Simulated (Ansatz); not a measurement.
## Run report: CH$_{5}$ClFNSi$_{2}$, geometry relaxation (part 3 of 3)

CH$_{5}$ClFNSi$_{2}$; RKS PBE-D4/6-31G (Ansatz 0.2.0). It belongs to a series of runs on one base structure; here: end point B relaxed.

Geometry of the input (Å):
```
F  0.0181  1.2329  0.8543
C  0.1297  0.3519  -0.1185
N  -0.1725  -0.8906  0.0791
Si -0.6648  -1.3008  1.6632
Si 0.7874  0.9270  -1.8008
Cl -0.2883  2.5744  -2.4470
H  -1.9746  -0.5709  1.9049
H  -0.9440  -2.7546  1.6941
H  0.2915  -0.9244  2.7111
H  -0.7134  0.0473  -0.7385
H  0.6772  -0.0904  -2.8406
```

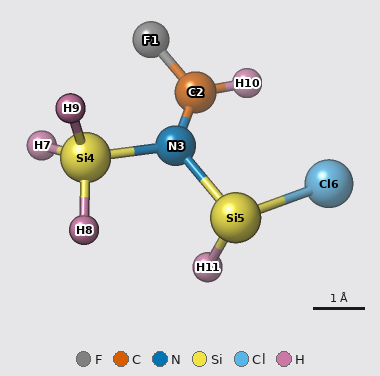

The geometry at step 32 of the log (ball-and-stick view, seen at a tilt; atoms are numbered from 1 in the order of the input).

Trajectory as extended XYZ, continued:
```
11
Properties=species:S:1:pos:R:3:forces:R:3 step=24 energy=-33580.04051
F    -2.2834    1.0491    0.7496    0.0139  -0.0461   0.0355
C    -1.2623    0.8332   -0.1709   -0.1174   0.1651  -0.0143
N    -0.3514   -0.0457    0.0127    0.1448  -0.2095  -0.1085
Si   -0.1807   -1.1857    1.4815    0.1139   0.1674   0.2880
Si    1.3620   -0.1617   -1.1541   -0.1256   0.0959  -0.1482
Cl    0.9501    1.8619   -2.2417    0.0359  -0.0262   0.0285
H    -1.5012   -1.2664    2.2010   -0.0557  -0.1496  -0.1277
H     0.3506   -2.4945    0.9520   -0.1241   0.0966  -0.0559
H     0.8261   -0.5200    2.3811    0.0271  -0.0237  -0.0199
H    -1.3116    1.5135   -1.0254    0.0334   0.0110   0.0194
H     0.5482   -0.9820   -2.2245    0.0539  -0.0808   0.1032
11
Properties=species:S:1:pos:R:3:forces:R:3 step=25 energy=-33580.06532
F    -2.2753    1.0838    0.7754    0.0312  -0.0305   0.0719
C    -1.2506    0.8814   -0.1434   -0.1039   0.0355   0.0053
N    -0.3532   -0.0169    0.0209    0.1673  -0.1464  -0.1520
Si   -0.1796   -1.1883    1.4664    0.0596   0.1004   0.2791
Si    1.3514   -0.1460   -1.1478   -0.0945   0.1106  -0.1168
Cl    0.9160    1.8304   -2.3291   -0.0040  -0.1788   0.0698
H    -1.5268   -1.3669    2.1304    0.0632  -0.0844  -0.1490
H     0.4133   -2.4607    0.8993   -0.1262   0.1730  -0.0026
H     0.7793   -0.5033    2.4135   -0.0631  -0.0874  -0.0634
H    -1.2895    1.5760   -0.9845    0.0296   0.0562  -0.0278
H     0.5613   -1.0877   -2.1399    0.0407   0.0519   0.0856
11
Properties=species:S:1:pos:R:3:forces:R:3 step=26 energy=-33580.08022
F    -2.2429    1.1308    0.8193    0.0332  -0.0486   0.0716
C    -1.2261    0.9329   -0.1096   -0.0071   0.0416   0.1012
N    -0.3379    0.0201    0.0380    0.0992  -0.0428  -0.1583
Si   -0.1772   -1.1808    1.4621   -0.2209  -0.1587   0.2169
Si    1.3507   -0.1232   -1.1289   -0.1875   0.0561  -0.3228
Cl    0.8241    1.7414   -2.4690    0.0278  -0.2314   0.1730
H    -1.5736   -1.5086    2.0072    0.4104   0.1135  -0.1676
H     0.4805   -2.3984    0.8317   -0.0800   0.2448   0.1197
H     0.7103   -0.4925    2.4873   -0.1892  -0.1641  -0.1456
H    -1.2464    1.6550   -0.9267   -0.0092   0.0263  -0.0952
H     0.5847   -1.1750   -2.0502    0.1233   0.1634   0.2070
11
Properties=species:S:1:pos:R:3:forces:R:3 step=27 energy=-33580.11899
F    -2.1213    1.1941    0.9649    0.0692  -0.0952  -0.0572
C    -1.2029    0.9711   -0.0629    0.0473  -0.0637  -0.0720
N    -0.3442    0.0147   -0.0096    0.1817   0.1325   0.1958
Si   -0.1981   -1.1914    1.4247   -0.1508   0.1090  -0.0963
Si    1.3586   -0.0877   -1.1431   -0.2327   0.1250  -0.0198
Cl    0.7173    1.6365   -2.5669    0.0397  -0.0844   0.0420
H    -1.5978   -1.5558    1.8484    0.0431  -0.0338   0.0102
H     0.5459   -2.3515    0.8266    0.0375  -0.0006   0.0174
H     0.5714   -0.4881    2.5096   -0.0193  -0.0418   0.0282
H    -1.2713    1.6992   -0.8738   -0.0089   0.0379   0.0224
H     0.6887   -1.2392   -1.9567   -0.0069  -0.0850  -0.0709
11
Properties=species:S:1:pos:R:3:forces:R:3 step=28 energy=-33580.10154 accepted=F
F    -2.0738    1.1737    1.0111    0.0137   0.0292   0.1872
C    -1.1496    1.0114   -0.0097    0.1990  -0.0297  -0.3391
N    -0.2732    0.0615    0.0128   -0.5889  -0.0895   0.0996
Si   -0.2125   -1.1817    1.4232    0.0889  -0.0042  -0.0879
Si    1.2664   -0.0865   -1.1984    0.8228   0.0406   0.0727
Cl    0.6546    1.5604   -2.6735   -0.1597   0.0529  -0.0162
H    -1.6175   -1.6456    1.6989   -0.0011   0.0208  -0.0108
H     0.6543   -2.2814    0.8784    0.0313   0.0067   0.0082
H     0.4121   -0.4747    2.5942   -0.0276  -0.0369   0.0456
H    -1.2081    1.7650   -0.7953   -0.0968   0.0803  -0.0085
H     0.6935   -1.3004   -1.9806   -0.2816  -0.0704   0.0492
11
Properties=species:S:1:pos:R:3:forces:R:3 step=29 energy=-33580.13917
F    -2.1005    1.1836    0.9635   -0.0174  -0.0492   0.0463
C    -1.1742    0.9878   -0.0559    0.1560   0.0131  -0.0792
N    -0.2992    0.0444    0.0020   -0.1136   0.0297   0.1479
Si   -0.2011   -1.1824    1.4187   -0.0442  -0.0220   0.0077
Si    1.3361   -0.0880   -1.1663    0.0295  -0.0048  -0.0325
Cl    0.6701    1.6063   -2.5930    0.0063   0.0008  -0.0427
H    -1.6040   -1.6014    1.7832    0.0536   0.0146  -0.0392
H     0.6043   -2.3164    0.8452    0.0102   0.0326   0.0062
H     0.5018   -0.4981    2.5613   -0.0290  -0.0153  -0.0049
H    -1.2344    1.7281   -0.8556   -0.0448   0.0224  -0.0031
H     0.6473   -1.2621   -1.9420   -0.0066  -0.0218  -0.0066
11
Properties=species:S:1:pos:R:3:forces:R:3 step=30 energy=-33580.14585
F    -2.0753    1.1839    1.0044    0.0184   0.0210   0.0442
C    -1.1503    1.0174   -0.0222    0.0905  -0.1357  -0.1925
N    -0.2822    0.0647    0.0106   -0.1664   0.1403   0.1153
Si   -0.2066   -1.1821    1.4107    0.0137  -0.0588   0.0426
Si    1.3272   -0.0799   -1.1823    0.0961  -0.0614  -0.0640
Cl    0.6550    1.5521   -2.6743   -0.0517   0.0091   0.0356
H    -1.6137   -1.6446    1.7042    0.0775   0.0185  -0.0432
H     0.6609   -2.2775    0.8480   -0.0206   0.0466   0.0277
H     0.4267   -0.5040    2.6009   -0.0473  -0.0314  -0.0499
H    -1.2337    1.7558   -0.8223   -0.0069   0.0511   0.0454
H     0.6383   -1.2840   -1.9166   -0.0032   0.0006   0.0386
11
Properties=species:S:1:pos:R:3:forces:R:3 step=31 energy=-33580.15188
F    -2.0181    1.2116    1.0582    0.0021   0.0080  -0.0213
C    -1.1247    1.0473    0.0010    0.2327  -0.0522  -0.1064
N    -0.2608    0.0880    0.0113   -0.2625   0.1099   0.0895
Si   -0.2139   -1.1825    1.3935    0.0375  -0.0824   0.0925
Si    1.3169   -0.0797   -1.2105    0.0940  -0.0617  -0.0417
Cl    0.5683    1.4896   -2.7343   -0.0400  -0.0237   0.0274
H    -1.6219   -1.7140    1.5752    0.1763   0.0542  -0.0335
H     0.7453   -2.2209    0.8575   -0.0867   0.0945   0.0769
H     0.3089   -0.5038    2.6460   -0.0846  -0.0951  -0.1636
H    -1.2014    1.8131   -0.7752   -0.0500  -0.0315   0.0500
H     0.6476   -1.3470   -1.8616   -0.0189   0.0801   0.0302
11
Properties=species:S:1:pos:R:3:forces:R:3 step=32 energy=-33580.15685
F    -2.0105    1.2193    1.0502    0.0043   0.0148  -0.0006
C    -1.1047    1.0576    0.0035    0.1249  -0.0702  -0.0957
N    -0.2491    0.0933    0.0180   -0.1751   0.0710   0.1243
Si   -0.2112   -1.1835    1.3940    0.0007  -0.0735   0.0732
Si    1.3248   -0.0888   -1.2103    0.0079  -0.0581  -0.1159
Cl    0.5330    1.4665   -2.7268    0.0098   0.0471  -0.0156
H    -1.6127   -1.7361    1.5424    0.1395   0.0495  -0.0233
H     0.7709   -2.2084    0.8791   -0.0675   0.0840   0.0506
H     0.2730   -0.5067    2.6590   -0.0577  -0.0679  -0.1232
H    -1.1831    1.8180   -0.7777   -0.0192  -0.0167   0.0533
H     0.6158   -1.3294   -1.8702    0.0323   0.0199   0.0729
11
Properties=species:S:1:pos:R:3:forces:R:3 step=33 energy=-33580.16033
F    -2.0057    1.2236    1.0484    0.0057   0.0342   0.0005
C    -1.0850    1.0685    0.0117   -0.1380   0.1492   0.0129
N    -0.2395    0.1069    0.0273    0.1970  -0.3222   0.0807
Si   -0.2065   -1.1865    1.3935    0.0027   0.0505  -0.0399
Si    1.3171   -0.1115   -1.2509   -0.0063   0.0461   0.0628
Cl    0.5331    1.4759   -2.7461   -0.0146  -0.0343   0.0103
H    -1.5842   -1.7848    1.4905    0.0029   0.0040  -0.0212
H     0.8251   -2.1678    0.9126    0.0063   0.0066  -0.0056
H     0.2037   -0.5092    2.6744   -0.0029  -0.0002  -0.0146
H    -1.1554    1.8312   -0.7628   -0.0446   0.0855  -0.0420
H     0.5435   -1.3445   -1.8373   -0.0082  -0.0195  -0.0439
11
Properties=species:S:1:pos:R:3:forces:R:3 step=34 energy=-33580.15637 accepted=F
F    -1.9607    1.2743    1.0825   -0.0459   0.0082  -0.0034
C    -1.0723    1.0789    0.0253    0.0669  -0.1382   0.0782
N    -0.2423    0.0950    0.0471   -0.0658   0.2907  -0.1932
Si   -0.2199   -1.1954    1.3959    0.0717   0.0541  -0.1097
Si    1.3145   -0.1000   -1.2327   -0.0604  -0.0716   0.0123
Cl    0.4772    1.4245   -2.7611    0.0037   0.0108   0.0002
H    -1.5900   -1.8091    1.4298   -0.0328  -0.0428   0.0476
H     0.8436   -2.1175    0.8780    0.0379  -0.1161   0.0876
H     0.1623   -0.5163    2.6798   -0.0065  -0.0348   0.0763
H    -1.1500    1.8301   -0.7619    0.0067   0.0312  -0.0055
H     0.5840   -1.3625   -1.8212    0.0245   0.0084   0.0096
11
Properties=species:S:1:pos:R:3:forces:R:3 step=35 energy=-33580.16374
F    -1.9882    1.2460    1.0629   -0.0002   0.0179  -0.0008
C    -1.0815    1.0762    0.0166   -0.0089  -0.0073   0.0182
N    -0.2414    0.1037    0.0315    0.0280  -0.0436  -0.0128
Si   -0.2101   -1.1883    1.3908    0.0015   0.0117  -0.0048
Si    1.3138   -0.1052   -1.2415   -0.0081   0.0017   0.0049
Cl    0.5044    1.4523   -2.7522   -0.0005  -0.0068   0.0004
H    -1.5866   -1.7929    1.4678    0.0082   0.0007  -0.0052
H     0.8317   -2.1592    0.9101    0.0020  -0.0001   0.0055
H     0.1879   -0.5151    2.6776   -0.0082  -0.0068  -0.0072
H    -1.1550    1.8380   -0.7609   -0.0140   0.0260  -0.0065
H     0.5711   -1.3537   -1.8414    0.0001   0.0067   0.0082
11
Properties=species:S:1:pos:R:3:forces:R:3 step=36 energy=-33580.16401
F    -1.9642    1.2651    1.0847   -0.0176  -0.0034  -0.0116
C    -1.0764    1.0840    0.0238   -0.0050   0.0062   0.0074
N    -0.2428    0.1056    0.0290    0.0297  -0.0121   0.0009
Si   -0.2131   -1.1906    1.3837    0.0146   0.0152   0.0170
Si    1.3124   -0.1038   -1.2422   -0.0461  -0.0042  -0.0226
Cl    0.4943    1.4330   -2.7702    0.0027  -0.0055   0.0181
H    -1.5805   -1.8167    1.4392   -0.0017   0.0058  -0.0095
H     0.8500   -2.1452    0.9176    0.0025   0.0005   0.0005
H     0.1550   -0.5161    2.6785   -0.0041  -0.0102  -0.0016
H    -1.1591    1.8450   -0.7540    0.0079   0.0158   0.0016
H     0.5706   -1.3585   -1.8288    0.0169  -0.0080  -0.0002
11
Properties=species:S:1:pos:R:3:forces:R:3 step=37 energy=-33580.16455
F    -1.9644    1.2676    1.0828   -0.0045   0.0008  -0.0052
C    -1.0709    1.0888    0.0263   -0.0159  -0.0039   0.0166
N    -0.2398    0.1080    0.0323    0.0291  -0.0038  -0.0248
Si   -0.2121   -1.1902    1.3839    0.0003   0.0029   0.0083
Si    1.3088   -0.1074   -1.2466   -0.0224   0.0083  -0.0098
Cl    0.4797    1.4274   -2.7705    0.0055  -0.0071   0.0065
H    -1.5773   -1.8225    1.4234    0.0012   0.0023  -0.0015
H     0.8599   -2.1370    0.9220    0.0017  -0.0005   0.0034
H     0.1417   -0.5190    2.6841   -0.0031  -0.0062   0.0013
H    -1.1489    1.8528   -0.7491    0.0076   0.0058  -0.0011
H     0.5696   -1.3667   -1.8273    0.0004   0.0014   0.0065
11
Properties=species:S:1:pos:R:3:forces:R:3 step=38 energy=-33580.16473
F    -1.9629    1.2689    1.0831    0.0009  -0.0009  -0.0050
C    -1.0668    1.0918    0.0284   -0.0098   0.0067   0.0264
N    -0.2367    0.1101    0.0338    0.0202   0.0051  -0.0277
Si   -0.2110   -1.1902    1.3833   -0.0077  -0.0065   0.0027
Si    1.3059   -0.1089   -1.2510   -0.0097   0.0064  -0.0041
Cl    0.4710    1.4210   -2.7761    0.0032  -0.0057   0.0050
H    -1.5734   -1.8295    1.4083    0.0041   0.0005   0.0016
H     0.8707   -2.1293    0.9279   -0.0009   0.0005   0.0033
H     0.1274   -0.5220    2.6890   -0.0018  -0.0013  -0.0005
H    -1.1404    1.8601   -0.7435    0.0019  -0.0057  -0.0054
H     0.5625   -1.3703   -1.8219   -0.0004   0.0009   0.0038
11
Properties=species:S:1:pos:R:3:forces:R:3 step=39 energy=-33580.16479
F    -1.9583    1.2721    1.0867    0.0113  -0.0001  -0.0023
C    -1.0610    1.0971    0.0325   -0.0298  -0.0042   0.0086
N    -0.2336    0.1130    0.0342    0.0167   0.0130  -0.0137
Si   -0.2110   -1.1905    1.3811   -0.0072  -0.0097   0.0048
Si    1.3036   -0.1097   -1.2551    0.0012   0.0054   0.0007
Cl    0.4622    1.4138   -2.7823    0.0003  -0.0056   0.0032
H    -1.5699   -1.8379    1.3928    0.0064   0.0020   0.0008
H     0.8806   -2.1221    0.9334   -0.0046   0.0031   0.0024
H     0.1116   -0.5245    2.6921   -0.0011  -0.0006  -0.0039
H    -1.1365    1.8655   -0.7392    0.0100  -0.0047   0.0002
H     0.5586   -1.3751   -1.8149   -0.0031   0.0014  -0.0008
11
Properties=species:S:1:pos:R:3:forces:R:3 step=40 energy=-33580.16483
F    -1.9560    1.2730    1.0881    0.0063  -0.0039  -0.0043
C    -1.0604    1.0973    0.0327   -0.0159   0.0111   0.0135
N    -0.2321    0.1140    0.0341    0.0095  -0.0028  -0.0065
Si   -0.2111   -1.1906    1.3805   -0.0040  -0.0045   0.0050
Si    1.3038   -0.1097   -1.2561   -0.0019   0.0042  -0.0001
Cl    0.4590    1.4112   -2.7835    0.0013  -0.0010  -0.0005
H    -1.5690   -1.8402    1.3887    0.0047   0.0024  -0.0007
H     0.8831   -2.1205    0.9357   -0.0041   0.0034   0.0009
H     0.1068   -0.5247    2.6927   -0.0004  -0.0008  -0.0039
H    -1.1349    1.8669   -0.7379    0.0046  -0.0063  -0.0027
H     0.5571   -1.3749   -1.8137   -0.0002  -0.0016  -0.0006
```
